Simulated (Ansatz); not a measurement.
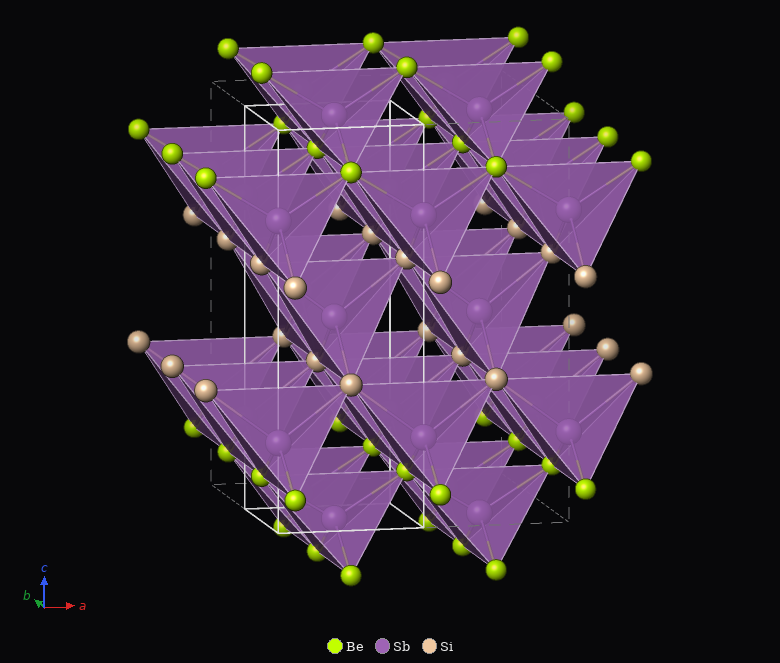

Polyhedra are drawn about Sb (bonds: Be–Sb below 2.8 Å and Sb–Si below 2.9 Å); other atoms are plain spheres.

BeSiSb₂ (space group P-4m2, No. 115). Coordinates: coordinates from a relaxation with Ansatz, DFT, r2SCAN, plane waves, PAW; the starting structure was generated, so it need not be a known form of this composition.

### What figure surrounds each Sb atom, and what does it share with the other drawn polyhedra?

Sb(1b): SbBe4 tetrahedron, sharing corners with twelve neighbours; Sb(1c): SbSi4 tetrahedron, sharing corners with twelve neighbours; Sb(2e): SbBe2Si2 tetrahedron, sharing corners with twelve neighbours.

### How do these polyhedra hang together as a whole?

They form a three-dimensional framework of corner-sharing tetrahedra.

### How far apart are the centres of linked polyhedra?

Centre to centre across a shared corner: 3.91 to 4.31 Å.
